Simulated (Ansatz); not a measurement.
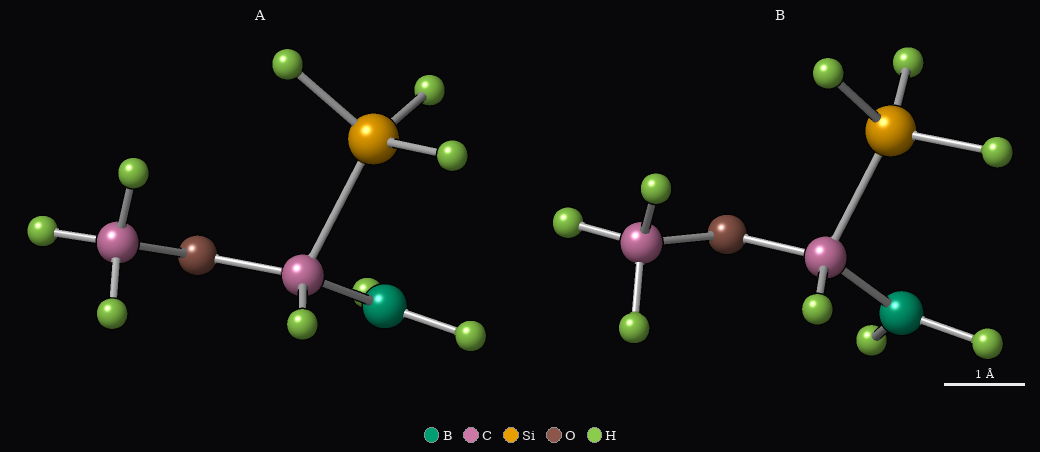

Two geometries of C2H9BOSi, drawn at one scale. One is the start of a relaxation, the other its converged end. A ball-and-stick model, seen at a tilt.

Level of theory: Ansatz, RKS PBE0/6-31G. (no spin polarisation; force threshold 0.015 eV/Å; at most 40 steps)

**Which geometry has the lower energy?**

Structure A is the relaxed one. The run prepares an end point of a later path (torsion) calculation, from a guessed geometry. After 14 geometry steps the energy has fallen by 49.3 kJ/mol. The largest force component goes from 2.6 to 0.0065 eV/Å. The atom that moves furthest after the best rigid fit is an H atom (0.66 Å). Largest moves by element: H 0.66 Å, O 0.29 Å, C 0.24 Å, B 0.17 Å, Si 0.11 Å. Some distances before and after: C–Si 1.849 → 2.000 Å, C–O 1.373 → 1.439 Å, C–H 1.154 → 1.101 Å, C–O 1.394 → 1.439 Å. Among the angles between lasting bonds that change: B–C–Si 106.1° → 95.5°, B–C–H 109.1° → 115.9°, H–Si–H 105.9° → 110.1°. Groups turn about C–Si by about 30°.
